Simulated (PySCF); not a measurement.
# C5H4FN: excited states, first hyperpolarisability

Aim: compute the excited states, first hyperpolarisability of C5H4FN (`Fc1ccncc1`).

Programs: PySCF 2.14.0, with routines of our own; each step states its level. All values are computed. Atoms count from 0.

## (1) The starting structure

11 atoms, charge 0, multiplicity 1; geometry from: GFN2-xTB.

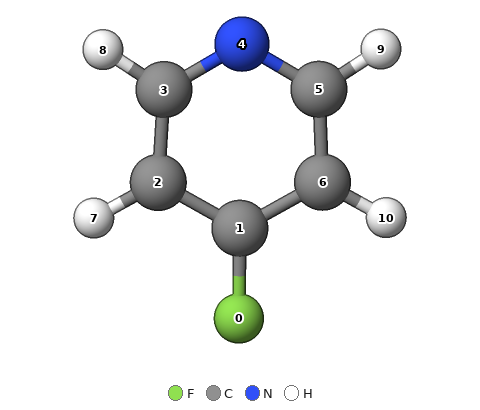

The starting geometry (fluorine green, carbon grey, nitrogen blue, hydrogen white).

## (2) Optimising the geometry at PBE0-D3(BJ)/def2-SVP

What the job is given:

```
{"job": {"xc": "PBE0", "basis": "def2-SVP", "d3": "d3bj", "grid": 2, "kind": "geom"}, "charge": 0, "multiplicity": 1}
F     -0.195019     2.473612     0.151573
C     -0.089420     1.135746     0.068015
C     -1.234664     0.361854    -0.003992
C     -1.057534    -1.011229    -0.089121
N      0.126696    -1.595801    -0.101771
C      1.204533    -0.835768    -0.031036
C      1.163645     0.548047     0.055838
H     -2.211737     0.815823     0.006277
H     -1.908608    -1.675707    -0.149518
H      2.149838    -1.361070    -0.043659
H      2.057696     1.147165     0.111431
```

Command:

```console
OMP_NUM_THREADS=1 python excited_run.py task.json out
```

This one command runs all jobs of the session in turn.

Log:

```text
step   0  E = -346.88999220  max force = 0.018363
step   1  E = -346.89124530  max force = 0.003782
step   2  E = -346.89126577  max force = 0.001093
step   3  E = -346.89126532  max force = 0.000547
step   4  E = -346.89126727  max force = 0.000158
optimisation converged
```

Run time: 41 s. Hardware: 1 thread of Arm Neoverse N1, shared host; peak memory 0.62 GiB.

The steps of the relaxation:

| step | energy from step 0 (eV) | largest force component (eV/Å) |
| --- | --- | --- |
| 0 | 0.0000 | 0.9443 |
| 1 | -0.0341 | 0.1945 |
| 2 | -0.0347 | 0.0562 |
| 3 | -0.0346 | 0.0281 |
| 4 | -0.0347 | 0.0081 |

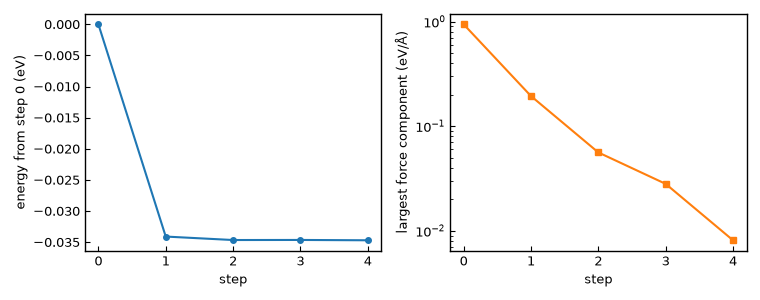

Energy and largest force along the relaxation.

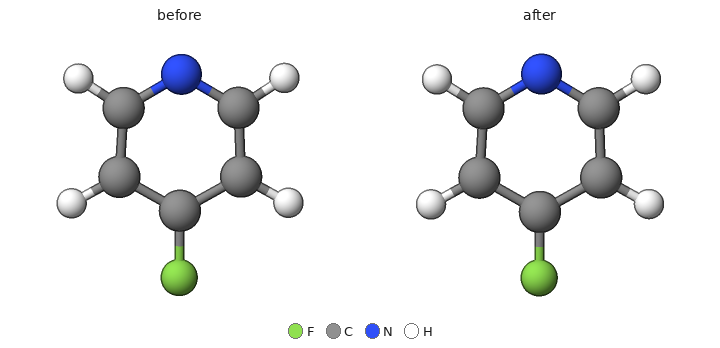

The geometry before (left) and after (right).

Close pairs (by a distance rule), those that changed most:

| bond | before (Å) | after (Å) | change (Å) |
| --- | --- | --- | --- |
| F0–C1 | 1.345 | 1.326 | -0.019 |
| C3–H8 | 1.081 | 1.096 | +0.014 |
| C5–H9 | 1.082 | 1.096 | +0.014 |
| C2–H7 | 1.077 | 1.091 | +0.014 |
| C6–H10 | 1.078 | 1.091 | +0.013 |
| C3–N4 | 1.321 | 1.330 | +0.010 |
| N4–C5 | 1.321 | 1.330 | +0.010 |
| C2–C3 | 1.387 | 1.394 | +0.007 |

The end geometry stands in the next job.

| at the end point | value |
| --- | --- |
| point group (found at 0.08 Å tolerance) | C2v |
| rotational constants (GHz, main isotopes) | 6.031, 2.590, 1.812 |
| dipole moment (D) | 0.86 |

## (3) Excited states: TDA CAM-B3LYP/def2-TZVPD

What the job is given:

```
{"job": {"kind": "states", "xc": "CAM-B3LYP", "basis": "def2-TZVPD", "tda": true, "soc": true, "nstates": 6, "ntriplets": 5, "nquad": 4}, "charge": 0, "multiplicity": 1}
F     -0.313286     2.161612     0.154250
C     -0.208205     0.842400     0.077218
C     -1.352892     0.059638     0.007384
C     -1.175839    -1.321154    -0.071530
N      0.012979    -1.918474    -0.083114
C      1.091851    -1.142933    -0.015301
C      1.046726     0.248279     0.066820
H     -2.342353     0.519091     0.014837
H     -2.053433    -1.975075    -0.128356
H      2.062572    -1.651463    -0.026120
H      1.950726     0.856540     0.121355
```

Method: TDA CAM-B3LYP/def2-TZVPD excited states, vertical, gas phase, spin-orbit mean-field couplings.

Log:

```text
coarse grid: 10064 points
cycle   1  E = -347.4479011578  dE =  1.425e+00  |g| = 5.623e-01  |ddm| = 4.000e+00
cycle   2  E = -347.4308815849  dE =  1.702e-02  |g| = 6.940e-01  |ddm| = 2.109e+00
cycle   3  E = -347.5100161246  dE = -7.913e-02  |g| = 7.208e-02  |ddm| = 9.422e-01
cycle   4  E = -347.5108204815  dE = -8.044e-04  |g| = 4.070e-02  |ddm| = 1.231e-01
cycle   5  E = -347.5112009992  dE = -3.805e-04  |g| = 9.132e-03  |ddm| = 6.001e-02
cycle   6  E = -347.5112180788  dE = -1.708e-05  |g| = 4.044e-03  |ddm| = 1.985e-02
cycle   7  E = -347.5112211538  dE = -3.075e-06  |g| = 5.060e-04  |ddm| = 6.764e-03
final grid: 100128 points
cycle   8  E = -347.5053157313  dE = -4.085e-05  |g| = 3.769e-03  |ddm| = 2.487e-01
cycle   9  E = -347.5053154864  dE =  2.449e-07  |g| = 4.138e-03  |ddm| = 2.122e-02
cycle  10  E = -347.5053184341  dE = -2.948e-06  |g| = 5.778e-04  |ddm| = 6.047e-03
cycle  11  E = -347.5053184807  dE = -4.663e-08  |g| = 1.866e-04  |ddm| = 1.220e-03
cycle  12  E = -347.5053184880  dE = -7.249e-09  |g| = 5.538e-05  |ddm| = 5.489e-04
cycle  13  E = -347.5053184886  dE = -5.973e-10  |g| = 2.449e-05  |ddm| = 1.571e-04
converged SCF energy = -347.5053184886

Singlet excitations
state   eV       nm        f     d(h-e)  d(exc)  Lambda  PR(NTO)  |dmu|/D   mu/D   main configurations
  1   5.4064   229.3   0.00000   1.208   2.640   0.370   1.006    2.858    2.037   H->L 0.99
  2   5.4385   228.0   0.00532   1.113   2.553   0.485   1.007    2.509    1.688   H->L+1 0.97
  3   5.7513   215.6   0.00905   0.054   2.553   0.659   2.001    0.032    0.854   H-1->L+1 0.54, H-2->L 0.45
  4   6.6106   187.6   0.01141   0.168   2.635   0.840   2.098    0.535    1.355   H-1->L 0.57, H-2->L+1 0.39
  5   7.3165   169.5   0.00000   0.188   3.821   0.300   1.056                     H-1->L+2 0.93
  6   7.3463   168.8   0.02025   0.253   3.631   0.232   1.032                     H->L+2 0.75, H->L+4 0.16

Triplet excitations (Tamm-Dancoff)
state   eV     d(h-e)  d(exc)  Lambda  PR(NTO)   main configurations
  1   4.2889   0.006   2.342   0.854   1.817   H-1->L 0.67, H-2->L+1 0.28
  2   4.6616   1.030   2.440   0.480   1.007   H->L+1 0.93
  3   4.9629   0.049   2.524   0.668   1.217   H-1->L+1 0.89, H-2->L 0.09
  4   4.9722   0.176   2.514   0.829   1.733   H-2->L+1 0.69, H-1->L 0.30
  5   5.2630   1.188   2.625   0.370   1.009   H->L 0.99
S1 - T1 = 1.1176 eV

Spin-orbit couplings |<S|Hso|T>| (cm-1)
             T1       T2       T3       T4       T5
S0        0.013   27.451    0.180    0.013    2.530
S1        1.056    0.261    4.650    0.630    0.010
S2        7.978    0.003    1.514   11.256    0.530
S3        0.076    0.926    0.005    0.009    9.717
S4        0.004    9.142    0.040    0.005    1.148
S5        1.266    0.051    3.102    0.347    0.007
S6        0.006    1.634    0.050    0.002    0.023
T1 sublevels (cm-1): 0.000 0.000 0.014   radiative rates (1/s): 2.55e-06 2.98e-05 1.23
```

Wall time 91 s (1 thread of Arm Neoverse N1, shared host); peak memory 1.1 GiB.

From this job:

| quantity | value |
| --- | --- |
| S1 less T1 | 1.12 eV |

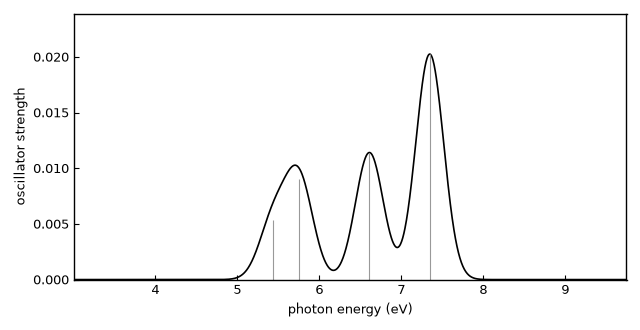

Absorption lines of the singlets. Lines are broadened to a width of 0.40 eV (Gaussian).

The fields below are evaluated on a grid from the run's orbitals.

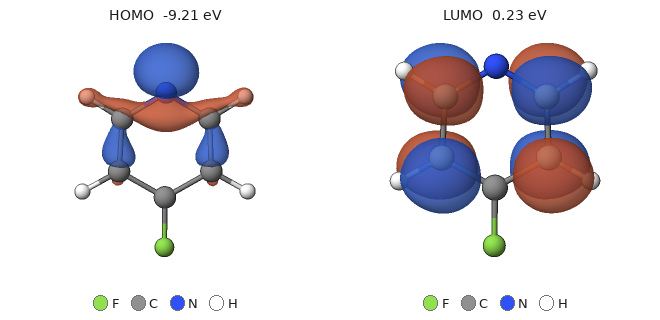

CAM-B3LYP/def2-TZVPD orbitals near the gap, drawn at the value that encloses 70 % of each; the two colours are the two signs.

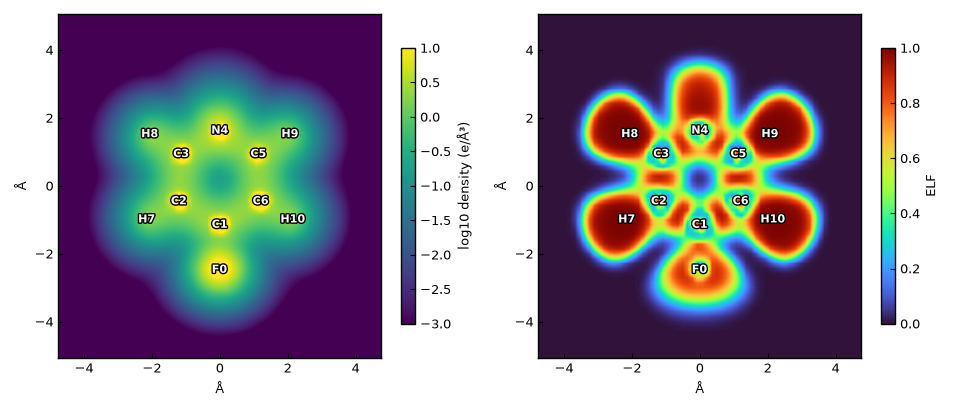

Density (left) and ELF (right) in a plane through or near 11 of the atoms.

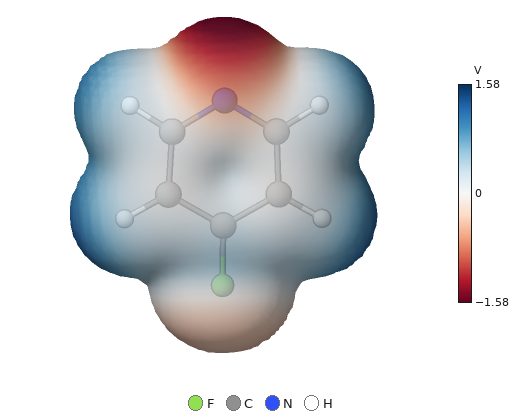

The potential that a unit positive charge feels on the 0.002 e/bohr³ surface, from -1.58 V near N4 to 1.27 V near H10.

## (4) Excited states: TDDFT CAM-B3LYP/def2-TZVPD

Settings changed since step 3:

```diff
@@ -1,2 +1,2 @@
-{"job": {"kind": "states", "xc": "CAM-B3LYP", "basis": "def2-TZVPD", "tda": true, "soc": true, "nstates": 6, "ntriplets": 5, "nquad": 4}, "charge": 0, "multiplicity": 1}
+{"job": {"kind": "states", "xc": "CAM-B3LYP", "basis": "def2-TZVPD", "tpa": true, "nstates": 8, "nquad": 6, "ntriplets": 0}, "charge": 0, "multiplicity": 1}
 F     -0.313286     2.161612     0.154250
```

Method: TDDFT CAM-B3LYP/def2-TZVPD excited states, vertical, gas phase, two-photon moments by quadratic response.

Log:

```text
coarse grid: 10064 points
cycle   1  E = -347.4479011578  dE =  1.425e+00  |g| = 5.623e-01  |ddm| = 4.000e+00
cycle   2  E = -347.4308815849  dE =  1.702e-02  |g| = 6.940e-01  |ddm| = 2.109e+00
cycle   3  E = -347.5100161246  dE = -7.913e-02  |g| = 7.208e-02  |ddm| = 9.422e-01
cycle   4  E = -347.5108204815  dE = -8.044e-04  |g| = 4.070e-02  |ddm| = 1.231e-01
cycle   5  E = -347.5112009992  dE = -3.805e-04  |g| = 9.132e-03  |ddm| = 6.001e-02
cycle   6  E = -347.5112180788  dE = -1.708e-05  |g| = 4.044e-03  |ddm| = 1.985e-02
cycle   7  E = -347.5112211538  dE = -3.075e-06  |g| = 5.060e-04  |ddm| = 6.764e-03
final grid: 100128 points
cycle   8  E = -347.5053157313  dE = -4.085e-05  |g| = 3.769e-03  |ddm| = 2.487e-01
cycle   9  E = -347.5053154864  dE =  2.449e-07  |g| = 4.138e-03  |ddm| = 2.122e-02
cycle  10  E = -347.5053184341  dE = -2.948e-06  |g| = 5.778e-04  |ddm| = 6.047e-03
cycle  11  E = -347.5053184807  dE = -4.663e-08  |g| = 1.866e-04  |ddm| = 1.220e-03
cycle  12  E = -347.5053184880  dE = -7.249e-09  |g| = 5.538e-05  |ddm| = 5.489e-04
cycle  13  E = -347.5053184886  dE = -5.973e-10  |g| = 2.449e-05  |ddm| = 1.571e-04
converged SCF energy = -347.5053184886

Singlet excitations
state   eV       nm        f     d(h-e)  d(exc)  Lambda  PR(NTO)  |dmu|/D   mu/D   delta(TPA)   sigma/GM   main configurations
  1   5.3761   230.6   0.00389   1.114   2.558   0.485   1.010    2.537    1.716        0.84      0.009   H->L+1 0.97
  2   5.3938   229.9   0.00000   1.207   2.640   0.370   1.007    2.861    2.040        0.07      0.001   H->L 0.99
  3   5.6902   217.9   0.00963   0.045   2.542   0.659   2.003    0.070    0.892        1.58      0.019   H-1->L+1 0.57, H-2->L 0.42
  4   6.3766   194.4   0.01312   0.144   2.615   0.842   2.085    0.389    1.210        7.11      0.106   H-1->L 0.62, H-2->L+1 0.37
  5   7.1800   172.7   0.49191   0.235   2.680   0.627   2.319    0.444    1.266        1.05      0.020   H-2->L 0.55, H-1->L+1 0.41
  6   7.3147   169.5   0.00000   0.190   3.824   0.300   1.056    0.657    0.165       83.95      1.646   H-1->L+2 0.93
  7   7.3288   169.2   0.16136   0.277   3.319   0.472   2.423                                            H->L+2 0.44, H-2->L+1 0.32, H-1->L 0.15
  8   7.3427   168.9   0.36067   0.213   3.133   0.478   2.479                                            H->L+2 0.31, H-2->L+1 0.26, H-1->L 0.21
```

Wall time 1.8 min (1 thread of Arm Neoverse N1, shared host); peak memory 1.1 GiB.

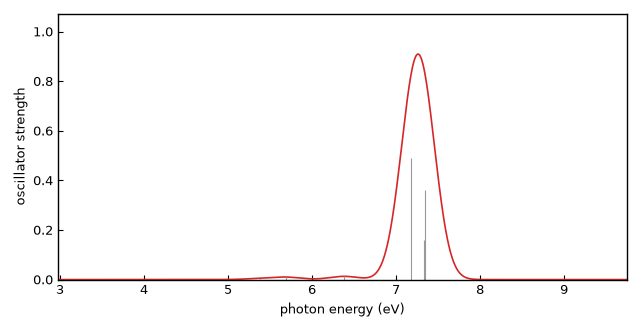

Absorption lines of the singlets. Lines are broadened to a width of 0.40 eV (Gaussian).

## (5) First hyperpolarisability: quadratic response CAM-B3LYP/def2-TZVPD

Settings changed since step 4:

```diff
@@ -1,2 +1,2 @@
-{"job": {"kind": "states", "xc": "CAM-B3LYP", "basis": "def2-TZVPD", "tpa": true, "nstates": 8, "nquad": 6, "ntriplets": 0}, "charge": 0, "multiplicity": 1}
+{"job": {"kind": "beta", "xc": "CAM-B3LYP", "basis": "def2-TZVPD"}, "charge": 0, "multiplicity": 1}
 F     -0.313286     2.161612     0.154250
```

With the program's defaults for keys left out, this is: quadratic response CAM-B3LYP/def2-TZVPD first hyperpolarisability, Taylor convention, gas phase.

Log:

```text
coarse grid: 10064 points
cycle   1  E = -347.4479011578  dE =  1.425e+00  |g| = 5.623e-01  |ddm| = 4.000e+00
cycle   2  E = -347.4308815849  dE =  1.702e-02  |g| = 6.940e-01  |ddm| = 2.109e+00
cycle   3  E = -347.5100161246  dE = -7.913e-02  |g| = 7.208e-02  |ddm| = 9.422e-01
cycle   4  E = -347.5108204815  dE = -8.044e-04  |g| = 4.070e-02  |ddm| = 1.231e-01
cycle   5  E = -347.5112009992  dE = -3.805e-04  |g| = 9.132e-03  |ddm| = 6.001e-02
cycle   6  E = -347.5112180788  dE = -1.708e-05  |g| = 4.044e-03  |ddm| = 1.985e-02
cycle   7  E = -347.5112211538  dE = -3.075e-06  |g| = 5.060e-04  |ddm| = 6.764e-03
final grid: 100128 points
cycle   8  E = -347.5053157313  dE = -4.085e-05  |g| = 3.769e-03  |ddm| = 2.487e-01
cycle   9  E = -347.5053154864  dE =  2.449e-07  |g| = 4.138e-03  |ddm| = 2.122e-02
cycle  10  E = -347.5053184341  dE = -2.948e-06  |g| = 5.778e-04  |ddm| = 6.047e-03
cycle  11  E = -347.5053184807  dE = -4.663e-08  |g| = 1.866e-04  |ddm| = 1.220e-03
cycle  12  E = -347.5053184880  dE = -7.249e-09  |g| = 5.538e-05  |ddm| = 5.489e-04
cycle  13  E = -347.5053184886  dE = -5.973e-10  |g| = 2.449e-05  |ddm| = 1.571e-04
converged SCF energy = -347.5053184886

Lowest singlets (eV, f): 5.3761 0.0039  5.3938 0.0000  5.6902 0.0096

First hyperpolarisability (au)
process     nm      |vector|   parallel      HRS      DR
static         -      117.16      70.29      50.57   4.398
shg       1907.0      120.64      72.39      52.16   4.367
eope      1907.0      118.30      70.98          -       -
shg       1064.0      129.01      77.41      56.01   4.293
eope      1064.0      120.90      72.54          -       -
```

Wall time 85 s (1 thread of Arm Neoverse N1, shared host); peak memory 1.2 GiB.

## (6) Excited states: TDA CAM-B3LYP/def2-TZVPD in methanol

Settings changed since step 5:

```diff
@@ -1,2 +1,2 @@
-{"job": {"kind": "beta", "xc": "CAM-B3LYP", "basis": "def2-TZVPD"}, "charge": 0, "multiplicity": 1}
+{"job": {"kind": "states", "xc": "CAM-B3LYP", "basis": "def2-TZVPD", "tda": true, "soc": true, "nstates": 6, "ntriplets": 5, "nquad": 4, "solvent": "methanol"}, "charge": 0, "multiplicity": 1}
 F     -0.313286     2.161612     0.154250
```

Method: TDA CAM-B3LYP/def2-TZVPD excited states, vertical, IEF-PCM methanol (non-equilibrium response), spin-orbit mean-field couplings.

Log:

```text
coarse grid: 10064 points
cycle   1  E = -347.4595055861  dE =  1.414e+00  |g| = 5.473e-01  |ddm| = 4.002e+00
cycle   2  E = -347.4504587205  dE =  9.047e-03  |g| = 6.515e-01  |ddm| = 1.961e+00
cycle   3  E = -347.5178978406  dE = -6.744e-02  |g| = 6.011e-02  |ddm| = 7.875e-01
cycle   4  E = -347.5184515075  dE = -5.537e-04  |g| = 3.309e-02  |ddm| = 1.353e-01
cycle   5  E = -347.5186934699  dE = -2.420e-04  |g| = 6.977e-03  |ddm| = 4.206e-02
cycle   6  E = -347.5187050661  dE = -1.160e-05  |g| = 2.012e-03  |ddm| = 2.160e-02
cycle   7  E = -347.5187059162  dE = -8.501e-07  |g| = 7.341e-04  |ddm| = 3.756e-03
final grid: 100128 points
cycle   8  E = -347.5127519614  dE = -4.108e-05  |g| = 4.255e-03  |ddm| = 2.585e-01
cycle   9  E = -347.5127515303  dE =  4.311e-07  |g| = 4.761e-03  |ddm| = 2.409e-02
cycle  10  E = -347.5127553699  dE = -3.840e-06  |g| = 5.536e-04  |ddm| = 7.049e-03
cycle  11  E = -347.5127554179  dE = -4.797e-08  |g| = 1.661e-04  |ddm| = 1.292e-03
cycle  12  E = -347.5127554241  dE = -6.207e-09  |g| = 4.154e-05  |ddm| = 5.270e-04
cycle  13  E = -347.5127554244  dE = -3.172e-10  |g| = 2.044e-05  |ddm| = 1.277e-04
converged SCF energy = -347.5127554244

Singlet excitations
state   eV       nm        f     d(h-e)  d(exc)  Lambda  PR(NTO)  |dmu|/D   mu/D   main configurations
  1   5.6164   220.8   0.00631   1.089   2.550   0.492   1.007    2.792    1.460   H-1->L 0.97
  2   5.6731   218.5   0.00000   1.190   2.644   0.378   1.007    3.225    1.893   H-1->L+1 0.99
  3   5.7490   215.7   0.02232   0.040   2.543   0.661   1.947    0.014    1.318   H->L 0.59, H-2->L+1 0.40
  4   6.5681   188.8   0.01695   0.171   2.629   0.841   2.060    0.617    1.948   H->L+1 0.59, H-2->L 0.37
  5   7.2927   170.0   0.00000   0.053   3.770   0.293   1.031                     H->L+2 0.92
  6   7.4654   166.1   0.23116   0.235   3.344   0.300   1.246                     H-1->L+2 0.58, H-1->L+3 0.25

Triplet excitations (Tamm-Dancoff)
state   eV     d(h-e)  d(exc)  Lambda  PR(NTO)   main configurations
  1   4.3005   0.006   2.344   0.857   1.741   H->L+1 0.70, H-2->L 0.25
  2   4.8772   1.021   2.446   0.488   1.008   H-1->L 0.94
  3   4.8930   0.040   2.512   0.673   1.096   H->L 0.94
  4   4.9824   0.197   2.506   0.824   1.665   H-2->L 0.72, H->L+1 0.27
  5   5.4538   0.464   2.536   0.639   1.108   H-2->L+1 0.94
S1 - T1 = 1.3159 eV

Spin-orbit couplings |<S|Hso|T>| (cm-1)
             T1       T2       T3       T4       T5
S0        0.008   26.805    0.288    0.040    0.137
S1        7.499    0.019    1.351   11.249    0.035
S2        0.951    0.298    3.234    0.490   12.465
S3        0.080    0.772    0.009    0.010    0.041
S4        0.002    8.711    0.092    0.014    0.067
S5        1.092    0.040    3.338    0.444    0.119
S6        0.002    6.563    0.096    0.010    0.034
T1 sublevels (cm-1): 0.000 0.000 0.007   radiative rates (1/s): 7.85e-06 9.25e-06 0.934
```

Run time: 88 s. Hardware: 1 thread of Arm Neoverse N1, shared host; peak memory 1.2 GiB.

Key values:

| quantity | value |
| --- | --- |
| S1 less T1 | 1.32 eV |

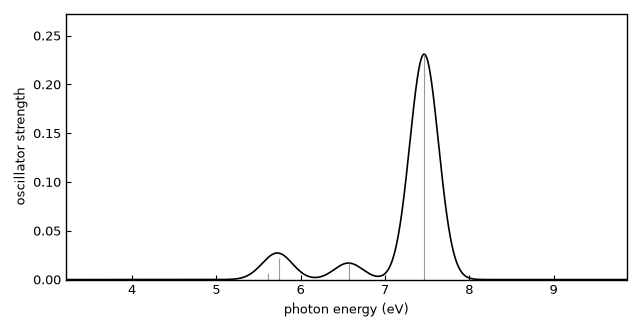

Absorption lines of the singlets. Lines are broadened to a width of 0.40 eV (Gaussian).

## (7) What came out

| quantity | value |
| --- | --- |
| point group | C2v |
| rotational constants (main isotopes) | 6.03, 2.59, 1.81 GHz |
| S1 less T1 (step 3, TDA CAM-B3LYP/def2-TZVPD) | 1.12 eV |
| surface potential, least and greatest | -1.58 V and 1.27 V |
| β vector (step 5, quadratic response CAM-B3LYP/def2-TZVPD) | static 117, SHG 1907.0 nm 121, SHG 1064.0 nm 129 au |
| S1 less T1 (step 6, TDA CAM-B3LYP/def2-TZVPD in methanol) | 1.32 eV |

**Reading.** The optimisation took 4 steps and gained 0.035 eV; among the close pairs (by a distance rule), F0–C1 changed most, from 1.345 to 1.326 Å. In step 3, the number of triplets below S1 is at least 5, and the largest singlet-triplet spin-orbit coupling is S0–T2, 27.45 cm⁻¹. β grows from 117 au (static) to 129 au for doubling at 1064.0 nm: normal dispersion, which grows as twice the photon energy moves toward the bright states. In step 6, the number of triplets below S1 is at least 5, and the largest singlet-triplet spin-orbit coupling is S0–T2, 26.80 cm⁻¹. The orbital labels of the leading configurations differ from run to run, so check that S1 and T1 are the same states before comparing rows.
